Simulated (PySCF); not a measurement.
# Cl3Ga3H3P3: what the fields show

```yaml
atoms:
  - { symbol: Ga, position_ang: [-0.1510, 0.6272, -1.6998] }
  - { symbol: Cl, position_ang: [-0.7476, 1.3166, -3.6456] }
  - { symbol: P, position_ang: [-0.2241, 2.2164, 0.0019] }
  - { symbol: Ga, position_ang: [0.8354, 0.6736, 1.3576] }
  - { symbol: Cl, position_ang: [2.9949, 0.6437, 1.4480] }
  - { symbol: P, position_ang: [-0.2240, -1.0935, 2.4363] }
  - { symbol: Ga, position_ang: [-0.8898, -1.7510, 0.3208] }
  - { symbol: Cl, position_ang: [-2.9631, -2.2587, 0.0171] }
  - { symbol: P, position_ang: [0.4458, -1.6317, -1.5718] }
  - { symbol: H, position_ang: [0.9565, 2.8604, -0.4857] }
  - { symbol: H, position_ang: [-1.4747, -0.4161, 2.6036] }
  - { symbol: H, position_ang: [1.5573, -1.2697, -0.7314] }
```

Geometry: PBE0-D3(BJ)/def2-SVP.

The calculation used PySCF 2.14.0, CAM-B3LYP/def2-SVPD, SCF density, gas phase.

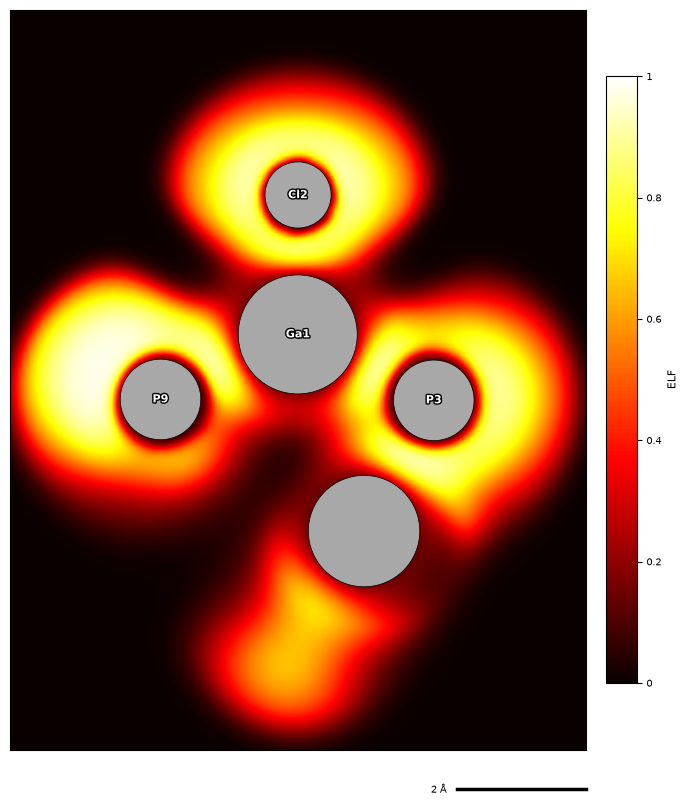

Figure 1. ELF on the plane of atoms Cl2, Ga1 and P9. Grey discs cover the atomic cores.

Interpret the plot.

The section cuts through Ga, Cl and P sites.
Ga–Cl (2.15 Å): the ELF peaks at about 0.85 in the valence shell of Cl, 0.8 Å from its nucleus, and is about 0.55 at the midpoint.
Ga–P (2.33 Å): the ELF peaks at about 0.90 in the valence shell of P, 1.0 Å from its nucleus, and is about 0.80 at the midpoint.
The ELF also peaks beside P3, P9 and Cl2, away from the bonds: lone-pair regions.

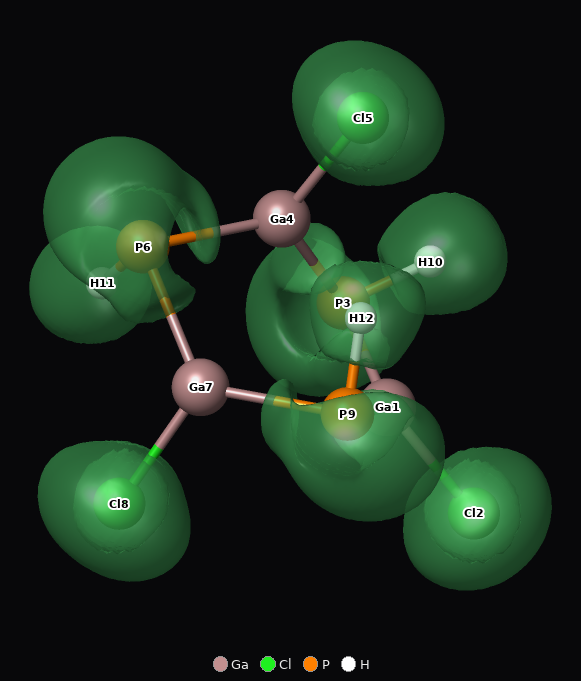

Figure 2. Isosurface of the ELF at 0.8 (green), seen at a tilt. Core shells and regions of very low density are left out.

Where are the electrons localised?

The ELF exceeds this value in three regions around hydrogen nuclei, three regions on P in which the atom's valence shell and bonds are merged and three regions wrapped around Cl (the valence shell of each). Profiles from the grid: Ga–P (2.31 Å): the ELF peaks at about 0.90 in the valence shell of P, 1.0 Å from its nucleus, and is about 0.80 at the midpoint.

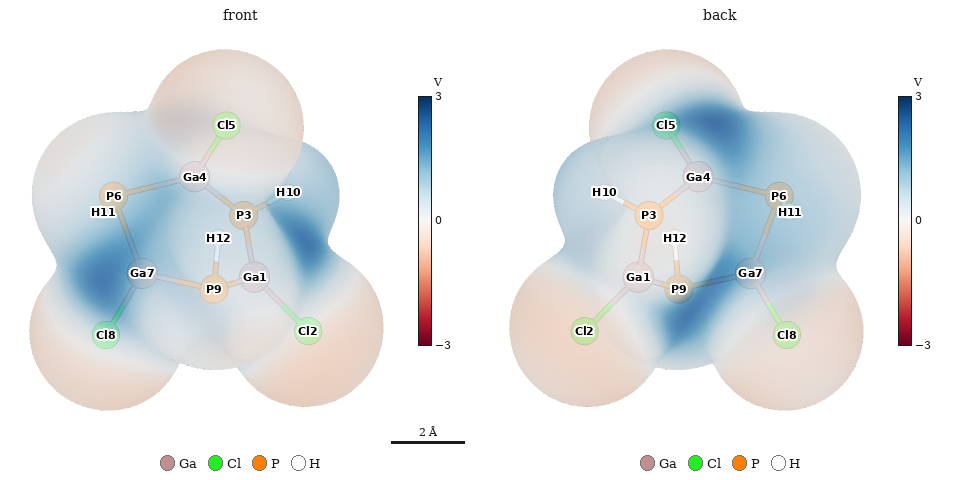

Figure 3. The molecular electrostatic potential painted on the density surface at 0.001 e/bohr³, seen from the front and from behind; the colour scale runs from red (negative) to blue (positive).

Describe the electrostatic potential map.

The most negative region (about −0.5 V) lies over Cl2, the most positive (about +2.3 V) over Ga1, Ga4 and Ga7.
